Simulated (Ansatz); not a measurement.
Band structure of Yb (Fm-3m, 1 atom in the cell).

```
Yb
1.0
    0.00000     2.75160     2.75160
    2.75160     0.00000     2.75160
    2.75160     2.75160     0.00000
Yb
1
Cartesian
  0.00000   0.00000   0.00000
```

Computed with PBE, PAW files (plane waves; Ansatz, an electronic-structure program).

Settings: kpoints.mp_grid.grid = 14 14 14; hamiltonian.xc = pbe; hamiltonian.pseudopotentials = {kind: paw} (the program's default PAW files); scf.occupations.method = gaussian; scf.occupations.width = 0.272 eV; kpoints.band_path.npoints = 8.

The starting cell comes from a database of computed structures (which also holds hypothetical and non-ambient phases and stackings), without a prior relaxation at this level. Its lattice was rescaled by a random factor within 2.5 % of one. Spin-orbit coupling is off. Spin polarisation is off.

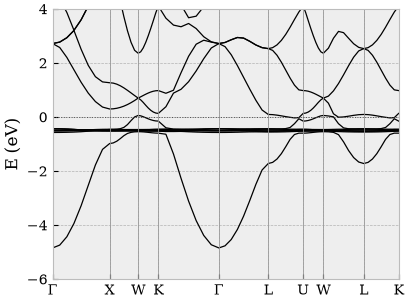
*Bands along the path, energies from the Fermi level.*

Levels in eV from the Fermi level, bands 9 to 15:
```tsv
point	9	10	11	12	13	14	15
Γ	-0.51	-0.44	-0.44	-0.44	2.72	2.72	2.72
X	-0.51	-0.47	-0.46	-0.46	0.29	1.27	5.87
W	-0.49	-0.49	-0.47	0.06	0.70	0.70	2.36
K	-0.50	-0.46	-0.45	-0.15	0.13	0.98	4.10
L	-0.52	-0.45	-0.45	-0.44	0.09	2.53	2.53
U	-0.50	-0.46	-0.45	-0.15	0.13	0.98	4.10
```

Bands cross the Fermi level along this path, so the cell is metallic at this level.

Keys are those of Ansatz 0.2.
